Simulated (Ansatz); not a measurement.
# SiBr2H2 (SiH2Br2): structure and electronic state

Aim: characterise SiBr2H2 (SiH2Br2) as a singlet: its structure, frontier levels and distribution of charge.

Program: Ansatz 0.2.0, Gaussian basis. Level of theory: RKS PBE0-D4/def2-TZVP. These are calculated values, not measurements.

Plan: relaxation at PBE-D4/def2-TZVP; a search for the lowest solution at PBE0-D4/def2-SVP; a single point at PBE0-D4/def2-TZVP.

### Step 1. Where the work starts

5 atoms, charge 0, spin multiplicity 1.

Atoms are counted from 1 here; the program's logs count them from 0.

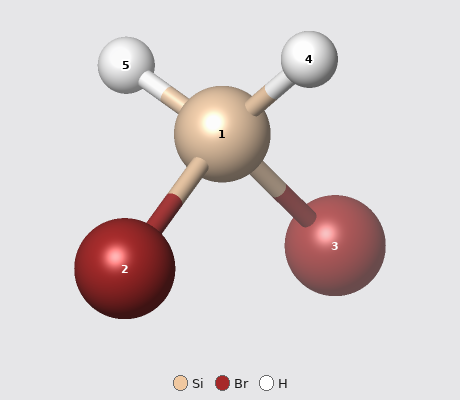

As it starts; silicon light orange, bromine red, hydrogen white; atoms are numbered from 1 in the order of the file.

The start is a GFN2-xTB geometry.

### Step 2. Relaxation at PBE-D4/def2-TZVP

Contents of in.yaml:

```yaml
crystal:
  periodic: [false, false, false]
  atoms:
    - {symbol: Si, position_ang: [-0.177130, 0.000460, -0.124220]}
    - {symbol: Br, position_ang: [-0.138430, -0.021530, 2.084080]}
    - {symbol: Br, position_ang: [1.911640, 0.015030, -0.842380]}
    - {symbol: H, position_ang: [-0.801850, 1.234750, -0.546180]}
    - {symbol: H, position_ang: [-0.794230, -1.228710, -0.571300]}
basis:
  gaussian: {orbitals: def2-TZVP}
hamiltonian: {xc: pbe, dispersion: d4}
scf: {lower_state_search: "off"}
output: {orbitals: {seedname: orbitals}}
relax: {f_tol: 0.02, max_steps: 100}
```

On the command line:

```console
> ansatz run in.yaml --threads 4 --pin off --events-out ev --progress --plain --max-ram 3916MiB
```

The program printed:

```text
Functional definition: PBE
  name "PBE"
  cite "Perdew, Burke & Ernzerhof, Phys. Rev. Lett. 77, 3865 (1996) doi:10.1103/PhysRevLett.77.3865"
  parent pbe
  parameter kappa = 0.804
  parameter beta = 0.06672455060314922
  exchange = pbe_x(kappa = kappa, mu = beta*pi^2/3)
  correlation = pbe_c(beta = beta)
these checks for a lower state are left out or cut short: stability, starts, cluster_reference, orbital_swaps, neighbouring_geometries, increment
1092 factors; their error is unknown
mean field evaluation 1: about -147979.4714 eV, gradient 1.9e1 eV
mean field evaluation 2: about -147979.3594 eV, gradient 1.8e1 eV
mean field evaluation 4: about -147980.3479 eV, gradient 7.3e-1 eV
mean field evaluation 8: about -147980.2966 eV, gradient 1.0e-1 eV
mean field evaluation 16: about -147980.2966 eV, gradient 2.4e-5 eV
mean field -147980.29658761 eV, -5438.1755949469 hartree, gradient 1.3e-6 eV, S^2 0.000000; 0 other end points of the search recorded, 0 dependent functions left out
the calculation of the forces begins
reference -147980.29662345 eV, -5438.1755962643 hartree; 43, 43 occupied and 102, 102 virtual orbitals, 1092 factors
relax step   1: F+E_penalty+E_count = -147980.43704842 eV  Δ(F+E_penalty+E_count) = +0.000e0 eV  max|allowed force component| = 7.142e-1 eV/Å  Δτ_max = 0.0000 Å  (16 SCF iters, accepted)
these checks for a lower state are left out or cut short: stability, starts, cluster_reference, orbital_swaps, neighbouring_geometries, increment
1092 factors; their error is unknown
mean field -147980.34443336 eV, -5438.1773532461 hartree, gradient 1.5e-6 eV, S^2 0.000000; 0 other end points of the search recorded, 0 dependent functions left out
the calculation of the forces begins
reference -147980.34446951 eV, -5438.1773545743 hartree; 43, 43 occupied and 102, 102 virtual orbitals, 1092 factors
relax step   2: F+E_penalty+E_count = -147980.48256437 eV  Δ(F+E_penalty+E_count) = -4.552e-2 eV  max|allowed force component| = 2.023e-1 eV/Å  Δτ_max = 0.0610 Å  (18 SCF iters, accepted)
these checks for a lower state are left out or cut short: stability, starts, cluster_reference, orbital_swaps, neighbouring_geometries, increment
1092 factors; their error is unknown
mean field evaluation 32: about -147980.3479 eV, gradient 1.5e-6 eV
mean field -147980.34792169 eV, -5438.1774814395 hartree, gradient 1.5e-6 eV, S^2 0.000000; 0 other end points of the search recorded, 0 dependent functions left out
the calculation of the forces begins
reference -147980.34795783 eV, -5438.1774827679 hartree; 43, 43 occupied and 102, 102 virtual orbitals, 1092 factors
relax step   3: F+E_penalty+E_count = -147980.48647952 eV  Δ(F+E_penalty+E_count) = -3.915e-3 eV  max|allowed force component| = 2.759e-2 eV/Å  Δτ_max = 0.0156 Å  (20 SCF iters, accepted)
these checks for a lower state are left out or cut short: stability, starts, cluster_reference, orbital_swaps, neighbouring_geometries, increment
1092 factors; their error is unknown
mean field -147980.34792774 eV, -5438.1774816622 hartree, gradient 2.4e-6 eV, S^2 0.000000; 0 other end points of the search recorded, 0 dependent functions left out
the calculation of the forces begins
reference -147980.34796389 eV, -5438.1774829905 hartree; 43, 43 occupied and 102, 102 virtual orbitals, 1092 factors
relax step   4: F+E_penalty+E_count = -147980.48652999 eV  Δ(F+E_penalty+E_count) = -5.047e-5 eV  max|allowed force component| = 4.393e-3 eV/Å  Δτ_max = 0.0026 Å  (12 SCF iters, accepted)
Total energy: -147980.48656613 eV, -5438.1825765290 hartree
Atom 0 at    -0.142569     0.000548    -0.099806 Å, force     0.002880    -0.000011     0.001750 eV/Å
Atom 1 at    -0.161850    -0.022118     2.124475 Å, force    -0.000138     0.000042    -0.004393 eV/Å
Atom 2 at     1.941212     0.015269    -0.878201 Å, force    -0.003779    -0.000026     0.001394 eV/Å
Atom 3 at    -0.822438     1.239628    -0.560667 Å, force     0.000521    -0.000846     0.000613 eV/Å
Atom 4 at    -0.814354    -1.233327    -0.585801 Å, force     0.000516     0.000840     0.000637 eV/Å
Dipole moment:    -0.171935     0.000661    -0.120359 e Å
Checks for a lower state left out: stability, starts, cluster_reference, orbital_swaps, neighbouring_geometries, increment
```

Wall time 1.6 s (4 threads of AMD EPYC 9B45, shared host).

Relaxation path:

```csv
step,energy from step 1 (eV),largest force component (eV/Å)
1,0.0000,0.7142
2,-0.0455,0.2023
3,-0.0494,0.0276
4,-0.0495,0.0044
```

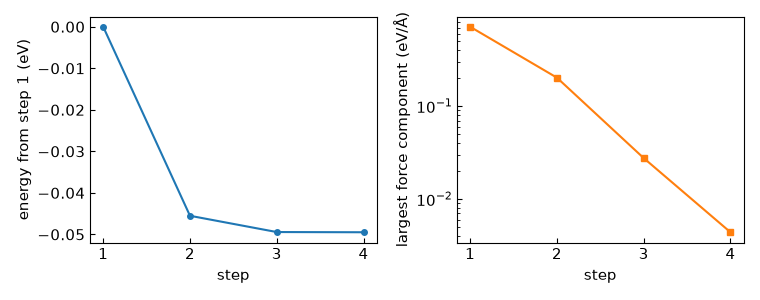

Energy and force, step by step.

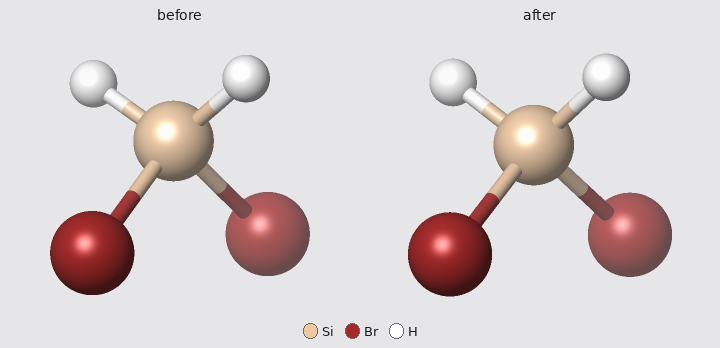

Before and after, at one scale.

Distances of close pairs at the start and the end, largest changes first:

```csv
bond,before (Å),after (Å),change (Å)
Si1–H5,1.446,1.487,+0.040
Si1–H4,1.446,1.487,+0.040
Si1–Br2,2.209,2.224,+0.016
Si1–Br3,2.209,2.224,+0.016
```

Bonds by kind at the end (by distance):

```csv
bond,count,shortest (Å),longest (Å)
Br–Si,2,2.224,2.224
H–Si,2,1.487,1.487
```

### Step 3. Searching for the lowest solution, PBE0-D4/def2-SVP

start.molden holds the orbitals of an earlier run on this state, given as this run's starting guess.

Contents of in.yaml:

```yaml
crystal:
  periodic: [false, false, false]
  atoms:
    - {symbol: Si, position_ang: [-0.142569, 0.000548, -0.099806]}
    - {symbol: Br, position_ang: [-0.161850, -0.022118, 2.124475]}
    - {symbol: Br, position_ang: [1.941212, 0.015269, -0.878201]}
    - {symbol: H, position_ang: [-0.822438, 1.239628, -0.560667]}
    - {symbol: H, position_ang: [-0.814354, -1.233327, -0.585801]}
basis:
  gaussian: {orbitals: def2-SVP, initial_orbitals: start.molden}
hamiltonian: {xc: pbe0, dispersion: d4}
output: {orbitals: {seedname: orbitals}}
```

The command is unchanged.

The program printed:

```text
Functional definition: PBE0
  name "PBE0"
  cite "Adamo & Barone, J. Chem. Phys. 110, 6158 (1999) doi:10.1063/1.478522"
  cite "Perdew, Burke & Ernzerhof, Phys. Rev. Lett. 77, 3865 (1996) doi:10.1103/PhysRevLett.77.3865"
  parent pbe
  parameter a = 0.25
  parameter kappa = 0.804
  parameter beta = 0.06672455060314922
  exchange = (1 - a)*pbe_x(kappa = kappa, mu = beta*pi^2/3) + a*exact_x
  correlation = pbe_c(beta = beta)
876 factors; integrals over basis functions are off by at most 9.2e-4 eV
mean field evaluation 1: about -147966.1020 eV, gradient 8.7e0 eV
mean field evaluation 2: about -147966.1870 eV, gradient 1.1e-1 eV
mean field evaluation 4: about -147966.1964 eV, gradient 1.4e-4 eV
mean field evaluation 8: about -147965.9723 eV, gradient 9.1e0 eV
mean field evaluation 16: about -147966.1964 eV, gradient 2.2e-3 eV
mean field -147966.19641377 eV, -5437.6574231159 hartree, gradient 2.6e-5 eV, S^2 0.000000; 1 other end points of the search recorded, 0 dependent functions left out
reference -147966.19643596 eV, -5437.6574239313 hartree; 43, 43 occupied and 49, 49 virtual orbitals, 876 factors
Total energy: -147966.31465497 eV, -5437.6617683999 hartree
```

Run time: 0.55 s. Hardware: 4 threads of AMD EPYC 9B45, shared host.

HOMO -8.53 eV, LUMO -0.51 eV.

### Step 4. Single point, PBE0-D4/def2-TZVP

Changes to in.yaml since step 3:

```diff
@@ -9,4 +9,5 @@
 basis:
-  gaussian: {orbitals: def2-SVP, initial_orbitals: start.molden}
+  gaussian: {orbitals: def2-TZVP, initial_orbitals: start.molden}
 hamiltonian: {xc: pbe0, dispersion: d4}
+scf: {omitted_lower_state_checks: [starts]}
 output: {orbitals: {seedname: orbitals}}
```

Same command.

The program printed:

```text
Functional definition: PBE0
  name "PBE0"
  cite "Adamo & Barone, J. Chem. Phys. 110, 6158 (1999) doi:10.1063/1.478522"
  cite "Perdew, Burke & Ernzerhof, Phys. Rev. Lett. 77, 3865 (1996) doi:10.1103/PhysRevLett.77.3865"
  parent pbe
  parameter a = 0.25
  parameter kappa = 0.804
  parameter beta = 0.06672455060314922
  exchange = (1 - a)*pbe_x(kappa = kappa, mu = beta*pi^2/3) + a*exact_x
  correlation = pbe_c(beta = beta)
these checks for a lower state are left out or cut short: starts
1182 factors; their error is unknown
mean field evaluation 1: about -147983.8276 eV, gradient 1.8e2 eV
mean field evaluation 2: about -147985.1340 eV, gradient 3.2e0 eV
mean field evaluation 4: about -147986.0685 eV, gradient 5.5e-1 eV
mean field evaluation 8: about -147986.0687 eV, gradient 1.3e-5 eV
mean field -147986.06871573 eV, -5438.3877167429 hartree, gradient 1.3e-5 eV, S^2 0.000000; 0 other end points of the search recorded, 0 dependent functions left out
reference -147986.06874310 eV, -5438.3877177490 hartree; 43, 43 occupied and 102, 102 virtual orbitals, 1182 factors
Total energy: -147986.18696212 eV, -5438.3920622176 hartree
Checks for a lower state left out: starts
```

It took 0.65 s on 4 threads of AMD EPYC 9B45, shared host.

HOMO -8.62 eV, LUMO -0.75 eV.

Mulliken charges, from this run's orbitals:

```csv
atom,value (e)
Si1,0.36
Br2,-0.20
Br3,-0.20
H4,0.01
H5,0.01
```

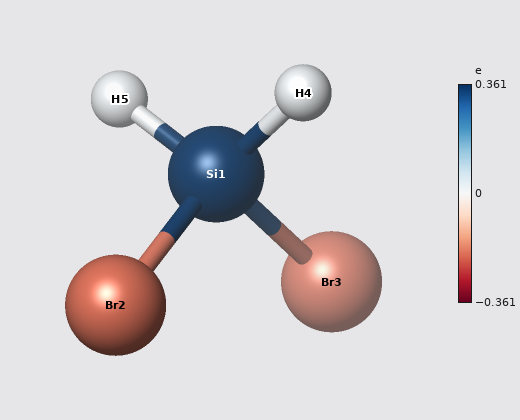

Mulliken charges, from this run's orbitals, as colours on the atoms.

Largest Mayer bond orders: Si1–Br2 1.18; Si1–Br3 1.18; Si1–H4 0.93; Si1–H5 0.93.

Orbitals, density, ELF and potential are computed afterwards from the orbital file.

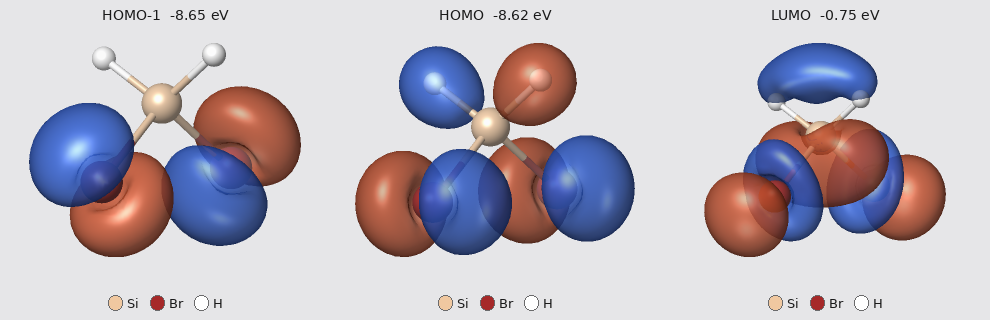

PBE0-D4/def2-TZVP orbitals near the gap, drawn at the value that encloses 70 % of each; the two colours are the two signs.

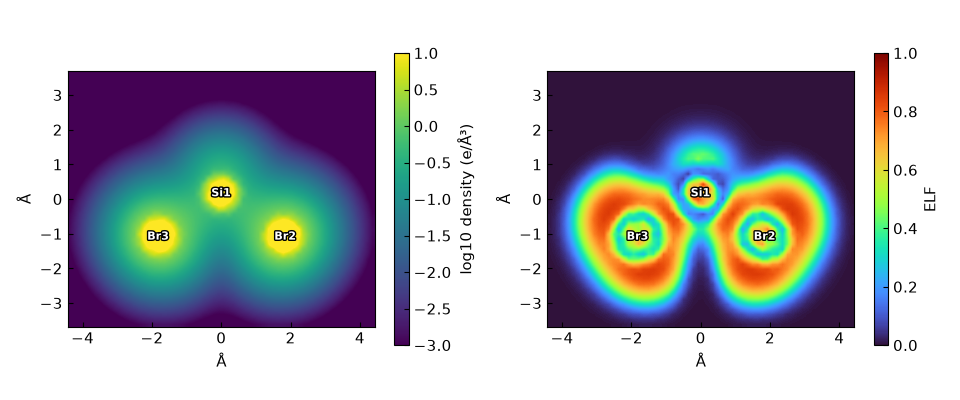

Density (left) and ELF (right) in a plane through or near 3 of the atoms.

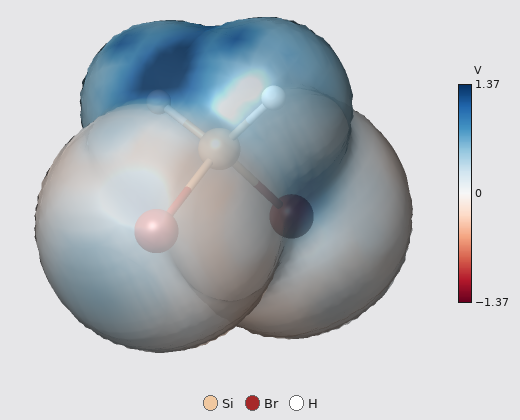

Electrostatic potential on the surface of density 0.002 e/bohr³; red is low, blue high. It runs from -0.25 V near Br3 to 1.37 V near H5.

### Step 5. Results

```
                       quantity                            value
                    point group                              C2v
 commonest bond, hydrogen aside  Br–Si, 2 of mean length 2.224 Å
HOMO, LUMO at PBE0-D4/def2-TZVP                  -8.62, -0.75 eV
     dipole at PBE-D4/def2-TZVP                           1.01 D
```

**Reading.** The molecule keeps its bonding pattern by the stored test; the atoms moved 0.04 Å (rms). No usable vibrations, so a minimum isn't proven. The HOMO lies nearest to Br2, Br3 about 38 % each; H4, H5 about 11 % each and the LUMO to Si1 32 %; Br2, Br3 about 24 % each.
